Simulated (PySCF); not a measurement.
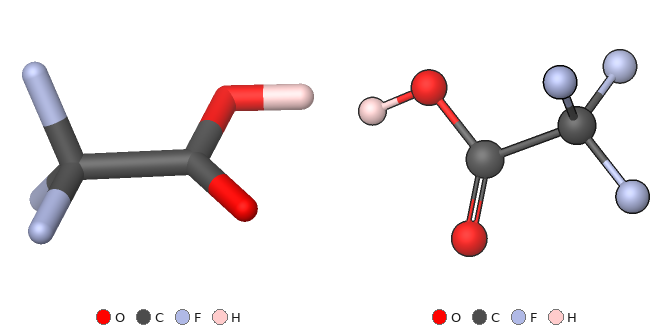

Two views of one molecule.

Identify the structure.

It has 8 atoms: 2 carbon, 1 hydrogen, 3 fluorine and 2 oxygen (C₂HF₃O₂). Its SMILES string is `O=C(O)C(F)(F)F`. It has no ring. Among its groups: carboxylic acid, C–F bond. Coordination: 1 C trigonal planar; 1 O bent; 1 C tetrahedral.

The parts below concern this one geometry. Atoms keep their numbers from picture to picture. The computed structure is the end point of a PBE0-D3(BJ)/def2-TZVP optimisation. No frequency run is at hand to confirm it as a minimum.

## Shape

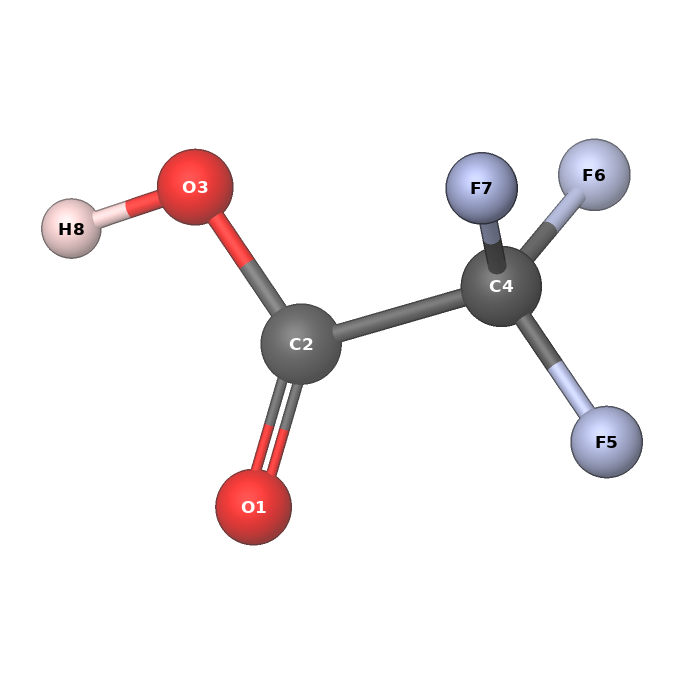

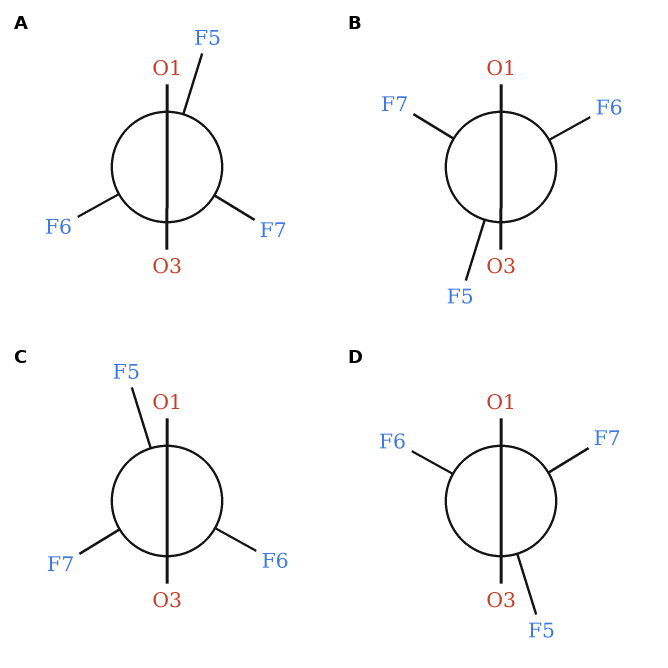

Distant atoms are faded towards the background colour. Bonds that would overlap in a projection are set slightly apart. No frequency run is at hand to confirm it as a minimum.

> Which Newman projection shows the view along C2–C4, with C2 in front?

C. The torsion angle O3–C2–C4–F5 is 179°, antiperiplanar (anti).

## NMR shielding

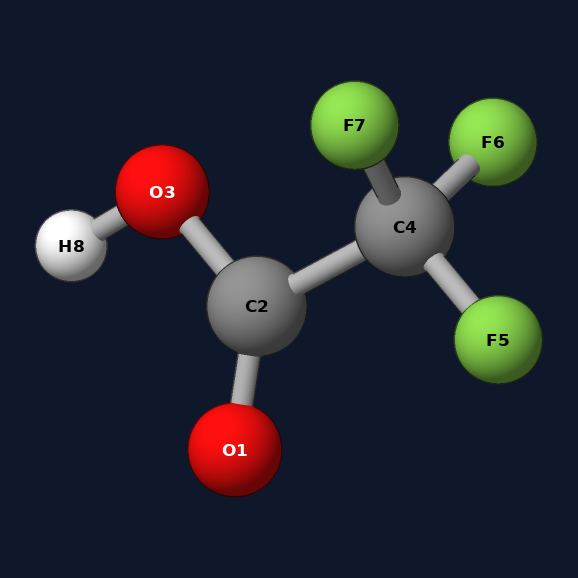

No frequency run is at hand to confirm it as a minimum. Level of theory: GIAO KT3/pcSseg-2 NMR shielding, non-relativistic, gas phase (PySCF 2.14.0). Principal shieldings σ11 ≤ σ22 ≤ σ33, span Ω = σ33 − σ11, skew κ = 3(σiso − σ22)/Ω.

> Which O atom has the most anisotropic shielding?

O1, with a span of 536 ppm.

Give the shielding tensors of the O atoms.

| atom | σ11 | σ22 | σ33 | σiso | Ω | κ |
| --- | --- | --- | --- | --- | --- | --- |
| O1 | −264.5 | −215.7 | 271.0 | −69.7 | 535.5 | 0.82 |
| O3 | −14.9 | 165.7 | 241.1 | 130.6 | 256.0 | −0.41 |

Shieldings and span in ppm.

## Excitation

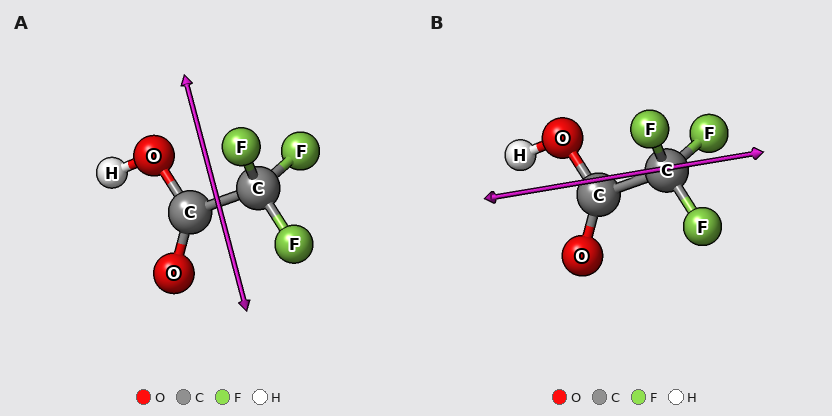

The double arrows show the directions of two transition dipoles from the ground state (lengths mean nothing). No frequency run is at hand to confirm it as a minimum. Level of theory: TDDFT PBE0/aug-cc-pVTZ, vertical, gas phase, core orbitals frozen in the response (PySCF 2.14.0).

> One belongs to singlet state 2 and one to singlet state 3. Which is which?

A: state 3, 8.52 eV (146 nm), oscillator strength 0.16, mainly HOMO−1 → LUMO (weight 0.77).
B: state 2, 7.65 eV (162 nm), oscillator strength 0.034, mainly HOMO → LUMO+1 (weight 0.88).

## Charges

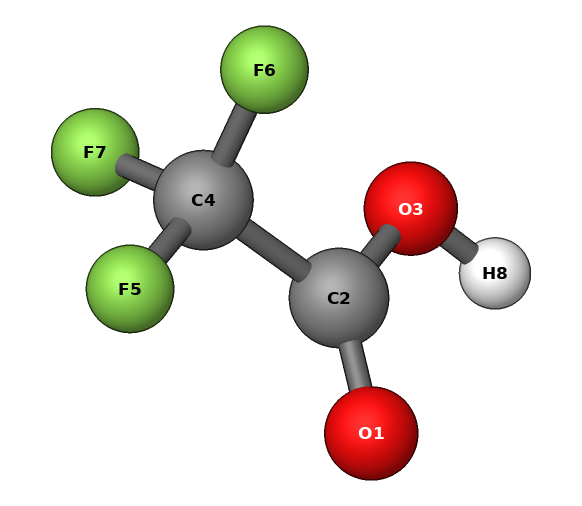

The questions are on ESP-fitted charges. No frequency run is at hand to confirm it as a minimum. Properties computed with PBE0/pcSseg-2, gas phase (PySCF 2.14.0).

Give the ESP-fitted charges atom by atom.

```csv
atom,value (e)
O1,−0.46
C2,0.55
O3,−0.55
C4,0.55
F5,−0.19
F6,−0.18
F7,−0.18
H8,0.46
```
